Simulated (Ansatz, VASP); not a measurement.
# InP in two plane-wave programs, part 2 of 2

Wanted: the spread between two codes on one cell, functional and k mesh.  Valence electrons are named where the data sets of a main pair hold unlike numbers.

VASP 6.6.1 and Ansatz 0.2.0.

So far: The starting structure; VASP: band structure, r2SCAN.

The database entry behind the starting cell differs from later determinations by our own check (0.1 to 0.3 % short, probably kX units), so it need not match the best structure at ambient conditions.

## (3) Ansatz: band structure, r2SCAN

Level of this step: Ansatz beside VASP: Kohn-Sham DFT, plane waves, r2SCAN (Ansatz).

Ansatz runs on its default PAW (the set named soft_2) files.

The same cell, functional, mesh and smearing now go to Ansatz, which takes its cutoff from its data sets.

input.yaml reads:

```yaml
crystal:
  lattice:
    - [0.0, 2.9305, 2.9305]
    - [2.9305, 0.0, 2.9305]
    - [2.9305, 2.9305, 0.0]
  atoms:
    - { symbol: In, position: [0.0, 0.0, 0.0] }
    - { symbol: P, position: [0.75, 0.75, 0.75] }
hamiltonian:
  xc: r2scan
  pseudopotentials: { kind: paw }
kpoints:
  mp_grid: { grid: [4, 4, 4] }
  band_path:
    path:
      - [0.0, 0.0, 0.0]
      - [0.18182, 0.0, 0.18182]
      - [0.36364, 0.0, 0.36364]
      - [0.5, 0.0, 0.5]
      - [0.5, 0.09091, 0.59091]
      - [0.5, 0.18182, 0.68182]
      - [0.5, 0.25, 0.75]
      - [0.45455, 0.29545, 0.75]
      - [0.40909, 0.34091, 0.75]
      - [0.375, 0.375, 0.75]
      - [0.20455, 0.20455, 0.40909]
      - [0.06818, 0.06818, 0.13636]
      - [0.04545, 0.04545, 0.04545]
      - [0.22727, 0.22727, 0.22727]
      - [0.40909, 0.40909, 0.40909]
      - [0.51136, 0.47727, 0.51136]
      - [0.55682, 0.38636, 0.55682]
      - [0.60227, 0.29545, 0.60227]
      - [0.61364, 0.25, 0.63636]
      - [0.56818, 0.25, 0.68182]
      - [0.51136, 0.25, 0.73864]
      - [0.5, 0.29545, 0.70455]
      - [0.5, 0.38636, 0.61364]
      - [0.5, 0.47727, 0.52273]
      - [0.47727, 0.47727, 0.54545]
      - [0.43182, 0.43182, 0.63636]
      - [0.38636, 0.38636, 0.72727]
      - [0.60227, 0.20455, 0.60227]
      - [0.55682, 0.11364, 0.55682]
      - [0.5, 0.0, 0.5]
    npoints: 1
scf:
  occupations: { method: gaussian, width: 0.01 }
  n_extra_bands: 7
output:
  forces: true
  stress: true
  eigenvalues: true
```

Command:

```sh
$ ansatz run input.yaml --threads 2 --pin off --max-ram 4608MiB --backend cpu --events-out ev --progress --plain --runs-dir out
```

Numbers of over 12 decimals in the logs are rounded to 6 here.

What it wrote:

```text
scf.n_extra_bands = 7 over 9 filled bands (N_el = 18.0): the run solves 16 bands
Engine: ansatz 0.2.0, x86_64-unknown-linux-gnu
Pseudopotentials: kind: paw
Pseudopotential: In, paw, valence charge 13, recommended cutoff 500 eV (meta_gga), In.paw.azcp
Pseudopotential: P, paw, valence charge 5, recommended cutoff 500 eV (meta_gga), P.paw.azcp
Functional definition: r2SCAN
  parameter k0 = 0.174
  parameter k1 = 0.065
  parameter a1 = 4.9479
  exchange = r2scan_x(k0 = k0, k1 = k1, a1 = a1)
  correlation = r2scan_c
Crystal: 2 atoms, lattice volume = 50.333 Å³
Basis set: ecut = 500 eV, 1243 PW (Γ), exchange–correlation on 128×128×128 points (64 copies of the dense FFT grid, shifted against one another)
Bands: 16, of which v1, the nominal top of the filled ones, is band 9 counted from 1 (8 counted from 0)
Symmetry: 24 space group operations
Space group: F-43m (ITA 216), of the structure as read, at distance tolerance 3.7e-5 Å
k-points: 8 of 64 (time reversal used)
Non-local potential: In, projectors of the file, l = 0: 2, l = 1: 2, l = 2: 2, l = 3: 2
Non-local potential: P, projectors of the file, l = 0: 2, l = 1: 2, l = 2: 2
PAW form: soft (Blöchl's): semilocal exchange-correlation on the pseudo side does not see the compensation charge
PAW frozen core: In, regenerated for the run's functional (the file was generated under x = pbe(κ = 0.804, μ = 0.219515), c = pbe(β = 0.066725))
PAW frozen core: P, regenerated for the run's functional (the file was generated under x = pbe(κ = 0.804, μ = 0.219515), c = pbe(β = 0.066725))
PAW one-centre angular grid: In, 590 points (default); XC on 289 of its mesh's 2783 points in the sphere
PAW one-centre angular grid: P, 302 points (default); XC on 160 Gauss nodes
Initial density: superposition of atomic densities (neutral atoms: chi_scale 0, normalization atom), corrected by the library's trained network
Initial wavefunctions: pseudopotential atomic-orbital guess
Functional: x = r2scan, c = r2scan; τ floored in thin density (d = 2e-4 eV/Å³)
SCF iter   1: F=—  HF=-6371.620518 eV  |F-HF|=—  |Δ(HF+E_count)|=         —  Δρ=7.14e-3  dr2=1.49e-2  dr2_τ=1.21e-2  ethr=1.77e-3  ⟨swp⟩=6.4  Hψ=842  notcnv=0
preconditioner: auto → none  [insulator: Δε(μ)=1.105 eV  Ē_g=17.941 eV  σ=0.010 eV  W_gap=1.00  n_scr=14 (ndim 8)  ℏωp=22.2 eV  f_vac=0.019  D(μ)=0.00/eV (n_scr^D=0)  ε∞_Penn≈2.5]
SCF iter   2: F=—  HF=-6371.632180 eV  |F-HF|=—  |Δ(HF+E_count)|=   1.17e-2  Δρ=2.07e-3  dr2=1.89e-3  dr2_τ=8.94e-5  ethr=8.28e-5  ⟨swp⟩=3.0  Hψ=332  notcnv=0  defer=20
SCF iter   3: F=—  HF=-6371.632417 eV  |F-HF|=—  |Δ(HF+E_count)|=   2.37e-4  Δρ=1.14e-3  dr2=3.50e-4  dr2_τ=9.33e-6  ethr=1.05e-5  ⟨swp⟩=3.2  Hψ=209  notcnv=0  defer=20
SCF iter   4: F=—  HF=-6371.632520 eV  |F-HF|=—  |Δ(HF+E_count)|=   1.02e-4  Δρ=1.16e-4  dr2=5.97e-6  dr2_τ=3.24e-7  ethr=1.94e-6  ⟨swp⟩=2.6  Hψ=171  notcnv=0  defer=20
SCF iter   5: F=—  HF=-6371.632518 eV  |F-HF|=—  |Δ(HF+E_count)|=   1.35e-6  Δρ=2.26e-5  dr2=2.07e-7  dr2_τ=1.46e-8  ethr=3.32e-8  ⟨swp⟩=2.8  Hψ=199  notcnv=0  defer=20
SCF iter   6: F=-6371.632518 eV  HF=-6371.632518 eV  |F-HF|=6.87e-9  |Δ(HF+E_count)|=   4.47e-8  Δρ=5.08e-6  dr2=8.79e-9  dr2_τ=4.75e-10  ethr=5.56e-10  ⟨swp⟩=10.0  Hψ=711  notcnv=0
SCF 1 converged in 6 iterations: F = -6371.632518 eV  dr2 = 8.79e-9
  greatest PAW one-centre occupation: 0.981 electrons in one spin orbital (limit 2), on the In atom at site 0 (counted from 0), in its partial waves of l = 2
NSCF: frozen V_eff on 30 k-points
SCF converged after 6 iterations
Free energy (F): -6371.632518 eV
Harris-Foulkes:  -6371.632518 eV  (|F-HF|=6.87e-9)
Internal energy: -6371.632518 eV  (E = F + TS)
E sigma→0 (E₀):  -6371.632518 eV
Fermi energy:    7.432665 eV
--- Per-component energies (eV) ---
  E_band       = -61.382447
  E_kinetic    = 313.833776
  E_local      = -1400.175057  (includes V_loc(G=0)·N_el)
  E_nonlocal   = 401.667628
  E_hartree    = 553.627614
  E_xc         = -259.136190
  E_vxc        = -171.405275  (∫ρ·V_xc dr)
  E_paw        = -4761.616715  (= ΣΔE_a)
  E_vpaw       = -322.764174  (= ΣTr[D̂ρ^β])
  E_aug_tail   = 0.000008  (compensation charges beyond the density's cutoff)
  E_vtau       = 10.203991  (kinetic-family band-sum trace: ∫τ·v_τ [+ j·A + Jᵃ·Aᵃ] dr)
  E_ewald      = -1220.708286
  E_core_change = 0.874704  (= ΣΔE_core)
  E_smearing   = -0.000000  (= −TS)
  E_closure    = 0.000000  (closes the sum)
  Σ components = -6371.632518   (vs F -6371.632518, Δ=0.00e0)
--- Forces (eV/Å), atoms counted from 1 ---
  atom   1  In    -0.00000000     0.00000000     0.00000000
  atom   2  P      0.00000000    -0.00000000     0.00000000
  max |Σ_I F_I| component: 7.40e-17 eV/Å
--- Stress (GPa, compression-positive) ---
        1.885941      -0.000000      -0.000000
       -0.000000       1.885941       0.000000
       -0.000000       0.000000       1.885941
  P = ⅓ Tr σ = 1.8859 GPa (18.859 kbar)
--- Band table (eV; the first three rows and the last of 8) ---
  k-point 0: bands = [... 5 lower, -5.1450, 6.8556, 6.8556, 6.8556, 8.0096, 11.2591, 11.2591, 11.2591, ... 3 higher]
  k-point 1: bands = [... 5 lower, -4.4338, 3.3585, 6.2768, 6.2768, 9.0139, 11.9823, 11.9823, 12.5948, ... 3 higher]
  k-point 2: bands = [... 5 lower, -3.3400, 0.9585, 5.8435, 5.8435, 8.6970, 11.9766, 11.9766, 14.3803, ... 3 higher]
  k-point 7: bands = [... 5 lower, -2.5769, 1.1244, 3.7847, 3.8410, 11.4090, 11.6320, 12.8671, 13.4105, ... 3 higher]
```

Elapsed: 1.9 s, on 2 threads of Intel Xeon Platinum 8488C (Sapphire Rapids), shared host; peak memory 0.47 GiB; 3.2 s of CPU time.

## (4) Side by side

Known differences besides the potentials themselves: VASP keeps PBE cores, Ansatz makes them for the functional; the cutoff is 500 eV in Ansatz and 390 eV in VASP. Total energies have different zeros and are not compared.

The two programs side by side:

```
                     quantity  Ansatz   VASP  difference
gap over the path points (eV)   1.154  1.143      +0.011
```

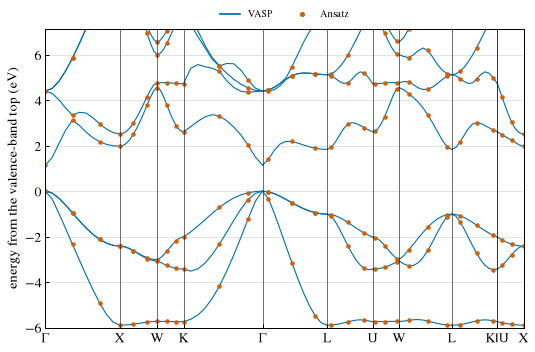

Bands from VASP (lines) and levels from Ansatz (dots). Dots without a line are higher empty bands that the VASP plot leaves out.

Levels at points of the path, from each program's valence-band top (eV; 3 filled, then empty):

```
k (reciprocal lattice)                            Ansatz                              VASP
     0.000 0.000 0.000     0.00 0.00 0.00 1.15 4.40 4.40     0.00 0.00 0.00 1.14 4.41 4.41
     0.182 0.000 0.182  -2.34 -0.96 -0.96 3.13 3.34 5.86  -2.34 -0.96 -0.96 3.12 3.34 5.86
     0.364 0.000 0.364  -4.92 -2.12 -2.12 2.17 2.97 8.58  -4.92 -2.12 -2.12 2.18 2.97 8.58
     0.500 0.000 0.500  -5.89 -2.42 -2.42 1.98 2.52 9.88  -5.89 -2.42 -2.42 1.98 2.52 9.87
     0.500 0.091 0.591  -5.85 -2.62 -2.62 2.51 3.01 8.82  -5.85 -2.62 -2.61 2.51 3.01 8.82
     0.500 0.182 0.682  -5.76 -2.97 -2.92 3.77 4.15 6.95  -5.76 -2.96 -2.92 3.78 4.15 6.95
     0.500 0.250 0.750  -5.73 -3.07 -3.02 4.55 4.78 6.01  -5.73 -3.07 -3.01 4.56 4.77 6.01
     0.455 0.295 0.750  -5.73 -3.27 -2.65 3.80 4.78 6.50  -5.73 -3.27 -2.64 3.80 4.78 6.50
     0.409 0.341 0.750  -5.74 -3.40 -2.17 2.87 4.74 7.43  -5.74 -3.40 -2.17 2.88 4.74 7.43
     0.375 0.375 0.750  -5.74 -3.43 -2.02 2.61 4.73 7.98  -5.74 -3.43 -2.02 2.61 4.73 7.98
```

Among the levels compared at these points, filled levels agree within 3 meV and empty ones within 11 meV. Not compared: the pressure (VASP's GW data sets at this cutoff don't carry it).

## (5) What the set-up changes

Further runs change the set-up of one program: Ansatz's method, potentials or start, or VASP's data sets, cutoff or form of LDA. The table gives that difference for each run.

```
                              run  gap over the path points (eV)
                         as above                          0.011
Ansatz's all-electron LAPW method                          0.010
```

## (6) Summary of results

```json
{"largest difference of a filled level at the path points (band structure, r2SCAN)": "2.8 meV"}
```

The largest difference of a filled level at the path points is 2.8 meV (band structure, r2SCAN), within the 80 meV picked in this series as the mark of a large difference. For band structure, r2SCAN, no further run moves any of the tabulated differences by more than a quarter of its size. Such differences can come from data sets, numerical settings and the points named under the comparisons, not from the functional's error against experiment.

[Lines on the potential files, build, host, timing and source positions are cut from VASP's logs without a mark.]

[Logs are printed without paths, hosts, clocks, repeated set-up lines and the standing remarks that a program may print on its own settings, such as how far it seeks lower states.]

[Hosts, paths, dates, database ids (printed as entryN), source tags and the programs' standing remarks are cut or masked in the printed files.]
